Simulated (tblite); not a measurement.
# C20H18OSi: the cost of one run

Programs: tblite 0.8.0 and PySCF 2.14.0, with routines of our own; each step states its level. All values are computed. Atoms count from 0.

## Step 1: The system as given

40 atoms, charge 0, multiplicity 1; geometry from: force field, distance geometry or constructed start.

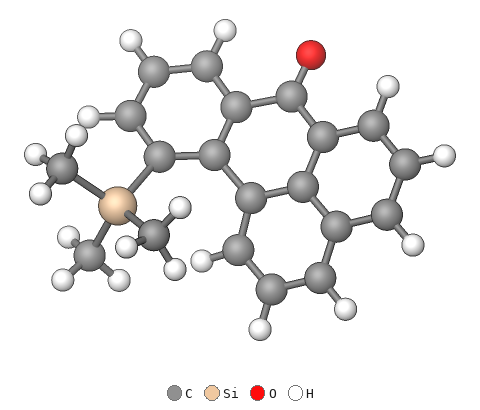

The starting geometry (carbon grey, silicon light orange, oxygen red, hydrogen white).

## Step 2: Geometry optimisation with GFN2-xTB

What the job is given:

```
{"job": {"kind": "relax", "xc": "GFN2-xTB", "basis": "xTB"}, "charge": 0, "multiplicity": 1}
C     -3.872500     0.456400     1.673400
Si    -2.689900    -0.062800     0.272000
C     -2.086800    -1.784500     0.736200
C     -3.656400    -0.047100    -1.330800
C     -1.231700     1.251600     0.206200
C     -1.641200     2.564800     0.567700
C     -0.715500     3.564300     0.862900
C      0.635600     3.256800     0.866400
C      1.057900     1.976700     0.464300
C      0.153400     0.985600     0.000600
C      0.752900    -0.224500    -0.640200
C      0.085900    -0.993600    -1.603700
C      0.623000    -2.177200    -2.101300
C      1.882100    -2.604100    -1.690600
C      2.640000    -1.793800    -0.838000
C      3.951500    -2.168000    -0.488100
C      4.758100    -1.320100     0.266800
C      4.266000    -0.087800     0.663500
C      2.952300     0.283400     0.345900
C      2.100200    -0.578400    -0.356000
C      2.489400     1.655200     0.649300
O      3.281600     2.492500     1.066500
H     -4.388600     1.393100     1.426800
H     -4.636000    -0.323700     1.825800
H     -3.326200     0.600600     2.610500
H     -1.268500    -1.737100     1.449400
H     -2.902300    -2.345700     1.204500
H     -1.773700    -2.350900    -0.139100
H     -3.058800    -0.403800    -2.171100
H     -4.532800    -0.698800    -1.239300
H     -4.000100     0.960700    -1.555700
H     -2.693600     2.823200     0.674000
H     -1.052400     4.551900     1.163900
H      1.358100     3.997700     1.192400
H     -0.867700    -0.671100    -2.001800
H      0.064200    -2.764600    -2.829300
H      2.279200    -3.535900    -2.083700
H      4.369900    -3.110500    -0.843300
H      5.777300    -1.614000     0.512900
H      4.906000     0.607500     1.209400
```

Command:

```
> OMP_NUM_THREADS=1 python large_run.py task.json out
```

The driver reads the jobs from task.json and runs them one after another.

Q: Estimate the wall time and peak memory of this first job on 1 thread of Arm Neoverse N1, shared host.

About 2.6 s, with a peak of 0.18 GiB.
